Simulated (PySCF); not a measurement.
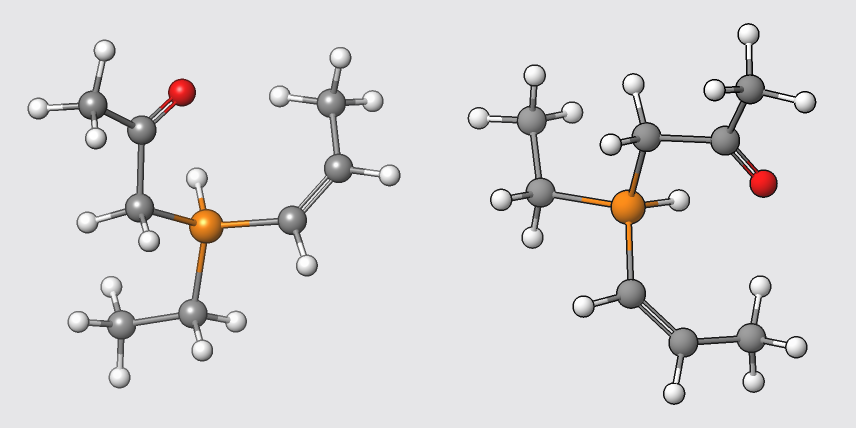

Both panels show the same species. Colours: carbon grey, phosphorus orange, oxygen red, hydrogen white.

The species has charge +1 and is a spin singlet.

Identify the structure.

The species is C₈H₁₆OP⁺. SMILES: `C/C=C\[P@@H+](CC)CC(C)=O`. It has no ring. Among its groups: ketone, alkene. This geometry has C1 symmetry. Coordination: 5 C tetrahedral; 3 C trigonal planar; 1 P tetrahedral.

The parts below concern this one geometry. Atoms keep their numbers from picture to picture. Computed geometry: PBE0-D3(BJ)/def2-SVP optimisation. No frequency run is at hand to confirm it as a minimum.

### Charges

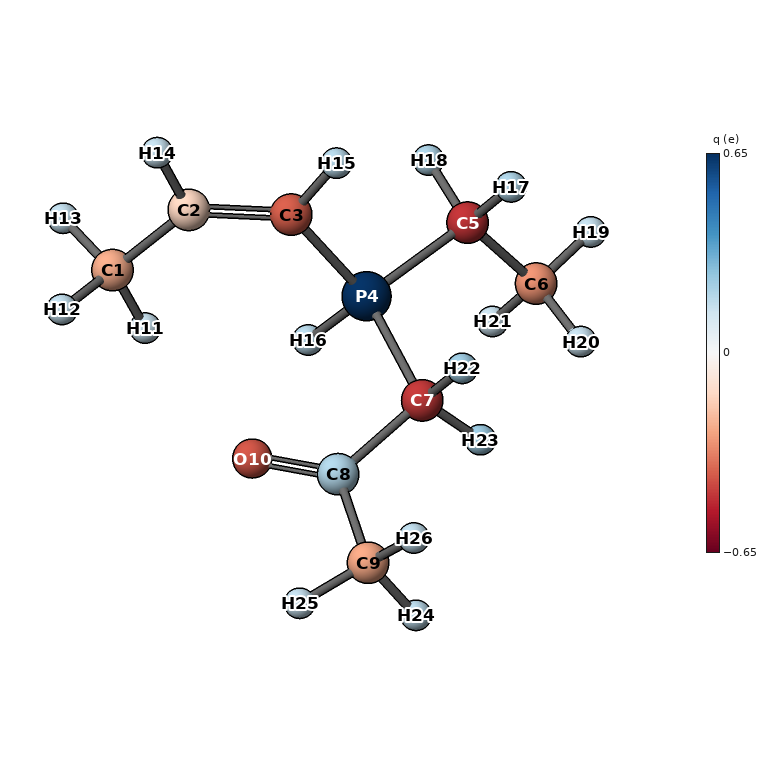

Atoms are coloured by their Mulliken charges. No frequency run is at hand to confirm it as a minimum. Level of theory: PBE0/pcSseg-1 in methanol (IEF-PCM) (PySCF 2.14.0).

Give the Mulliken charges atom by atom.

```json
{"atom": "C1", "value (e)": "−0.24"}
{"atom": "C2", "value (e)": "−0.14"}
{"atom": "C3", "value (e)": "−0.39"}
{"atom": "P4", "value (e)": "0.64"}
{"atom": "C5", "value (e)": "−0.47"}
{"atom": "C6", "value (e)": "−0.29"}
{"atom": "C7", "value (e)": "−0.46"}
{"atom": "C8", "value (e)": "0.20"}
{"atom": "C9", "value (e)": "−0.25"}
{"atom": "O10", "value (e)": "−0.40"}
{"atom": "H11", "value (e)": "0.15"}
{"atom": "H12", "value (e)": "0.16"}
{"atom": "H13", "value (e)": "0.16"}
{"atom": "H14", "value (e)": "0.16"}
{"atom": "H15", "value (e)": "0.19"}
{"atom": "H16", "value (e)": "0.18"}
{"atom": "H17", "value (e)": "0.20"}
{"atom": "H18", "value (e)": "0.20"}
{"atom": "H19", "value (e)": "0.15"}
{"atom": "H20", "value (e)": "0.15"}
{"atom": "H21", "value (e)": "0.15"}
{"atom": "H22", "value (e)": "0.23"}
{"atom": "H23", "value (e)": "0.24"}
{"atom": "H24", "value (e)": "0.17"}
{"atom": "H25", "value (e)": "0.15"}
{"atom": "H26", "value (e)": "0.17"}
```

### Electronic properties

No frequency run is at hand to confirm it as a minimum. Method: PBE0/pcSseg-1 in water (IEF-PCM) (PySCF 2.14.0).

Computed properties:

- HOMO energy (Kohn–Sham orbital): −7.99 eV
- LUMO energy (Kohn–Sham orbital): −1.10 eV
- HOMO–LUMO gap: 6.90 eV

### Bond orders

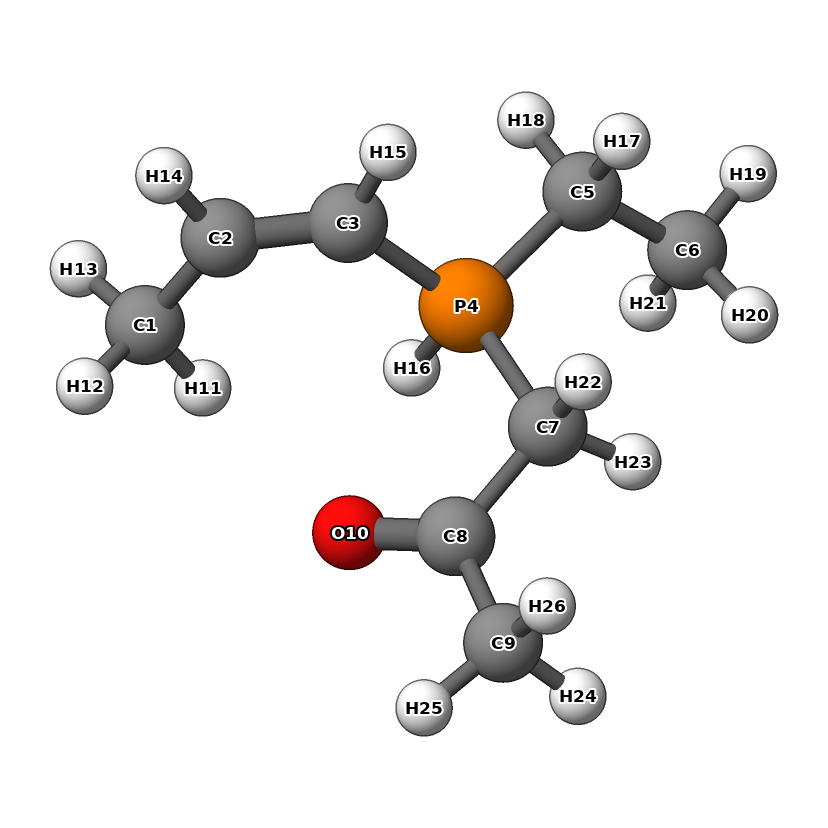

The thickness of each stick grows with its Mayer bond order. No frequency run is at hand to confirm it as a minimum. Method: PBE0/pcSseg-1 in methanol (IEF-PCM) (PySCF 2.14.0).

List the Mayer bond orders of C1–C2, C2–C3, C3–P4, P4–C5, P4–C7, C5–C6, C7–C8, C8–C9, C8–O10 (bonds between heavy atoms, one of each equivalent set).

```
  bond  Mayer order  length (Å)
 C1–C2         1.09       1.480
 C2–C3         1.88       1.346
 C3–P4         1.01       1.774
 P4–C5         1.02       1.813
 P4–C7         0.97       1.820
 C5–C6         1.04       1.523
 C7–C8         0.93       1.528
 C8–C9         1.05       1.493
C8–O10         1.96       1.208
```

### NMR shielding

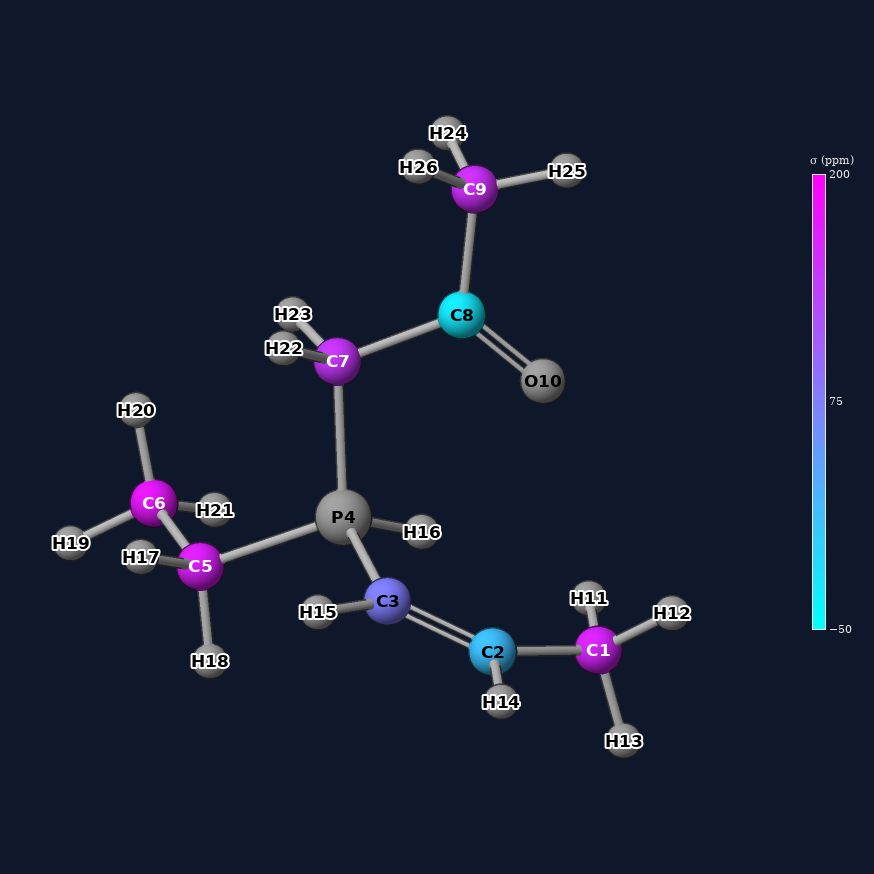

Atoms are coloured by their isotropic NMR shieldings (C only, the others grey). No frequency run is at hand to confirm it as a minimum. Level of theory: GIAO PBE0/pcSseg-1 NMR shielding, non-relativistic, IEF-PCM water (PySCF 2.14.0).

List the isotropic NMR shieldings of the C atoms.

```json
{"atom": "C1", "σ (ppm)": "163.0"}
{"atom": "C2", "σ (ppm)": "12.0"}
{"atom": "C3", "σ (ppm)": "75.1"}
{"atom": "C5", "σ (ppm)": "168.7"}
{"atom": "C6", "σ (ppm)": "176.1"}
{"atom": "C7", "σ (ppm)": "145.8"}
{"atom": "C8", "σ (ppm)": "−28.5"}
{"atom": "C9", "σ (ppm)": "153.1"}
```

Mulliken values depend strongly on the basis set and can even reverse the polarity of a bond.
